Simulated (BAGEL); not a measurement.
# HF/3-21G (density fitting with cc-pvqz-jkfit) run of BBrF2 (SMILES FB(F)Br)

Aim: the energy change on altering one bond length of BBrF2 at HF/3-21G (density fitting with cc-pvqz-jkfit), from 2 runs. 

Program for the calculation: BAGEL 1.2.2.

6 further runs of the same task are left out: 6 that didn't finish. Runs told in other sessions of the task aren't counted.

## Step 1: The system as given

BBrF2: 4 atoms, total charge 0, spin state singlet. SMILES: `FB(F)Br`. The coordinates come from a PBE0-D4/def2-TZVP relaxation.

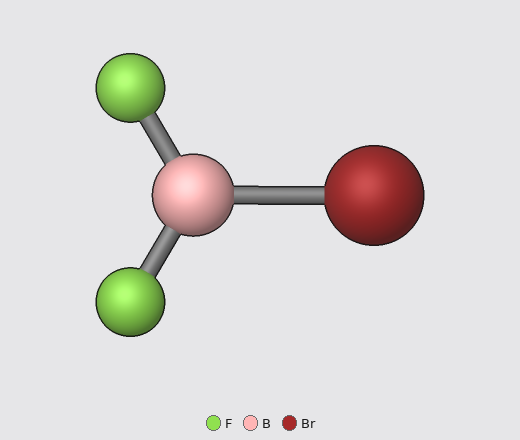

Viewed from a chosen angle; fluorine green, boron pink, bromine red.

## Step 2: A single-point energy at HF/3-21G (density fitting with cc-pvqz-jkfit)

Input file input.json:

```json
{ "bagel": [

{
  "title": "molecule",
  "basis": "3-21g",
  "df_basis": "cc-pvqz-jkfit",
  "angstrom": true,
  "geometry": [
    { "atom": "F", "xyz": [      -0.215650,      -1.366490,      -0.109870 ] },
    { "atom": "B", "xyz": [      -0.127940,      -0.063330,      -0.022770 ] },
    { "atom": "F", "xyz": [      -1.212420,       0.659630,      -0.144250 ] },
    { "atom": "Br", "xyz": [       1.556010,       0.770190,       0.276890 ] }
  ]
},

{
  "title": "hf"
},

{
  "title": "print",
  "file": "orbitals.molden",
  "orbitals": true
}

]}
```

On the command line:

```bash
$ BAGEL_NUM_THREADS=1 BAGEL input.json > input.out
```

The program printed:

```text
* using 1 threads per process

  ===============================================================
  ===============================================================

  *** Geometry ***

  { "atom" : "F", "xyz" : [     -0.407519,     -2.582292,     -0.207624 ] },
  { "atom" : "B", "xyz" : [     -0.241772,     -0.119676,     -0.043029 ] },
  { "atom" : "F", "xyz" : [     -2.291142,      1.246520,     -0.272593 ] },
  { "atom" : "Br", "xyz" : [      2.940433,      1.455448,      0.523246 ] },

  Number of auxiliary basis functions:      536

  Since a DF basis is specified, we compute 2- and 3-index integrals:
    o Being stored without compression. Storage requirement is 0.010 GB

  Number of basis functions:       49
  Number of electrons      :       58

    * METHOD: MOLECULE                             0.16

  *** RHF ***

  === Nuclear Repulsion ===
   222.9949400537

      * DIIS with orbital gradients will be used.

  === RHF iteration (3-21g) ===
      0      -2782.42550907          0.02677958           0.04
      1      -2782.52609570          0.01532389           0.03
      2      -2782.55995672          0.00087188           0.03
      3      -2782.56023327          0.00017743           0.03
      4      -2782.56024752          0.00002987           0.03
      5      -2782.56024800          0.00000637           0.03
      6      -2782.56024802          0.00000114           0.03
      7      -2782.56024802          0.00000031           0.03
      8      -2782.56024802          0.00000011           0.03
      9      -2782.56024802          0.00000004           0.03
     10      -2782.56024802          0.00000001           0.03
     11      -2782.56024802          0.00000000           0.03
    * SCF iteration converged.

    * Permanent dipole moment:
           (   -0.001505,    -0.000731,    -0.000259) a.u.

    * METHOD: HF                                   0.49

    * METHOD: PRINT                                0.00

  ===============================================================
```

Wall time 0.8 s (1 thread of Intel Xeon 6975P-C (Granite Rapids), shared host); peak memory 0.093 GiB.

## Step 3: The distorted shape

Input file input.json:

```json
{ "bagel": [

{
  "title": "molecule",
  "basis": "3-21g",
  "df_basis": "cc-pvqz-jkfit",
  "angstrom": true,
  "geometry": [
    { "atom": "F", "xyz": [   -1.562769,   -2.033286,   -0.349591 ] },
    { "atom": "B", "xyz": [   -1.475059,   -0.730126,   -0.262491 ] },
    { "atom": "F", "xyz": [   -2.559539,   -0.007166,   -0.383971 ] },
    { "atom": "Br", "xyz": [    1.556010,    0.770190,    0.276890 ] }
  ]
},
{
  "title": "hf"
},
{
  "title": "print",
  "file": "orbitals.molden",
  "orbitals": true
}

]}
```

On the command line:

```bash
$ BAGEL_NUM_THREADS=1 BAGEL input.json > input.out
```

The program printed:

```text
* using 1 threads per process

  ===============================================================
  ===============================================================

  *** Geometry ***

  { "atom" : "F", "xyz" : [     -2.953205,     -3.842354,     -0.660631 ] },
  { "atom" : "B", "xyz" : [     -2.787458,     -1.379738,     -0.496036 ] },
  { "atom" : "F", "xyz" : [     -4.836828,     -0.013542,     -0.725600 ] },
  { "atom" : "Br", "xyz" : [      2.940433,      1.455448,      0.523246 ] },

  Number of auxiliary basis functions:      536

  Since a DF basis is specified, we compute 2- and 3-index integrals:
    o Being stored without compression. Storage requirement is 0.010 GB

  Number of basis functions:       49
  Number of electrons      :       58

    * METHOD: MOLECULE                             0.16

  *** RHF ***

  === Nuclear Repulsion ===
   161.0285575528

      * DIIS with orbital gradients will be used.

  === RHF iteration (3-21g) ===
      0      -2782.15708146          0.02818100           0.04
      1      -2782.26289711          0.02185630           0.04
      2      -2782.38654772          0.00211604           0.03
      3      -2782.38892209          0.00085215           0.04
      4      -2782.38934036          0.00015175           0.04
      5      -2782.38936301          0.00005260           0.04
      6      -2782.38936483          0.00001119           0.04
      7      -2782.38936491          0.00000291           0.03
      8      -2782.38936492          0.00000078           0.03
      9      -2782.38936492          0.00000027           0.03
     10      -2782.38936492          0.00000006           0.03
     11      -2782.38936492          0.00000002           0.03
     12      -2782.38936492          0.00000001           0.03
    * SCF iteration converged.

    * Permanent dipole moment:
           (    1.455375,     0.720393,     0.258992) a.u.

    * METHOD: HF                                   0.54

    * METHOD: PRINT                                0.00

  ===============================================================
```

It took 0.86 s on 1 thread of Intel Xeon 6975P-C (Granite Rapids), shared host; peak memory 0.093 GiB.

## Step 4: Results

Level: HF/3-21G (density fitting with cc-pvqz-jkfit).

| quantity | value |
| --- | --- |
| first shape: total energy | -2782.56025 Eh |
| first shape: dipole moment | 0.00 D |
| first shape: HOMO energy | -12.04 eV |
| first shape: LUMO energy | 3.79 eV |
| first shape: HOMO–LUMO gap | 15.83 eV |
| distorted shape: total energy | -2782.38936 Eh |
| distorted shape: dipole moment | 4.18 D |
| distorted shape: HOMO energy | -9.67 eV |
| distorted shape: LUMO energy | -2.22 eV |
| distorted shape: HOMO–LUMO gap | 7.45 eV |
| energy change with the B2–Br4 bond stretched from 1.903 to 3.425 Å | 4.650 eV |

In words: With the B2–Br4 bond stretched from 1.903 to 3.425 Å the energy rises by 4.65 eV (449 kJ/mol). The first shape isn't relaxed at this level, so the change isn't measured from a minimum. A restricted reference can't describe the breaking bond well at this length.
